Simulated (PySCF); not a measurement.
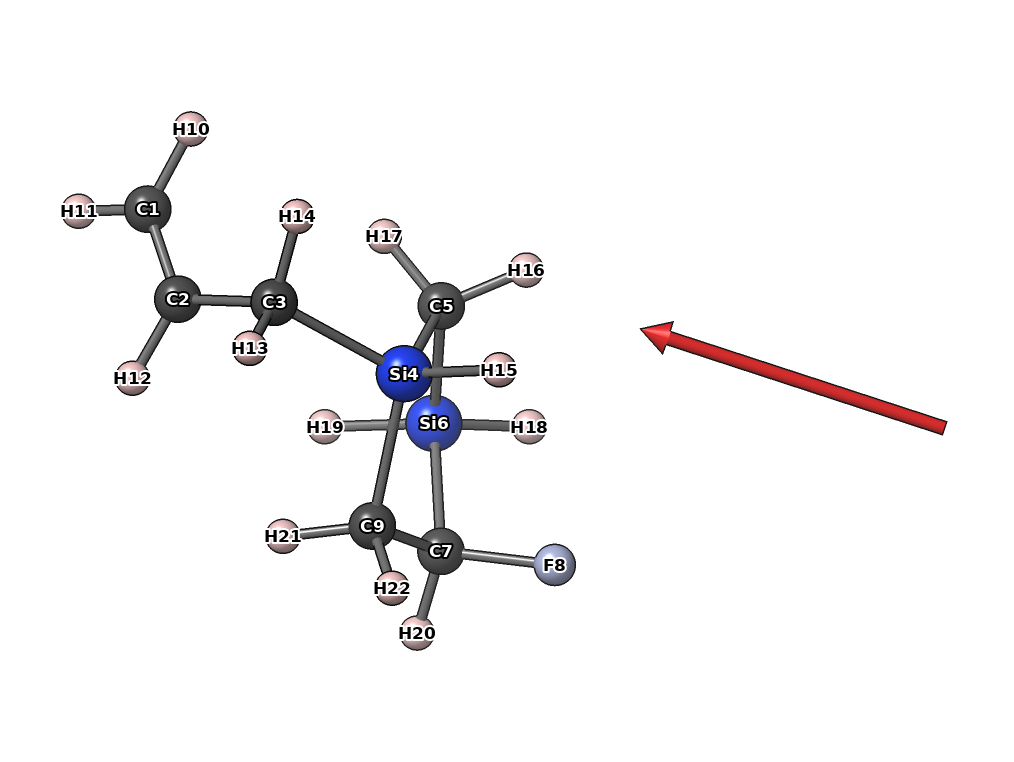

The arrow beside the molecule shows the direction of the dipole moment, from the negative to the positive end (its length means nothing). The geometry was computed by an optimisation with GFN2-xTB. No frequency run is at hand to confirm it as a minimum. Properties computed with PBE0/pcSseg-1, gas phase (PySCF 2.14.0).

### How large is the dipole moment?

1.70 D; it points from the side of F8 to the side of H11 (the outermost atoms at the two ends).

The geometry is semi-empirical. Around Si such bond lengths and angles can be off by a tenth of an ångström or more and by several degrees, and values that hang on the shape move with them.
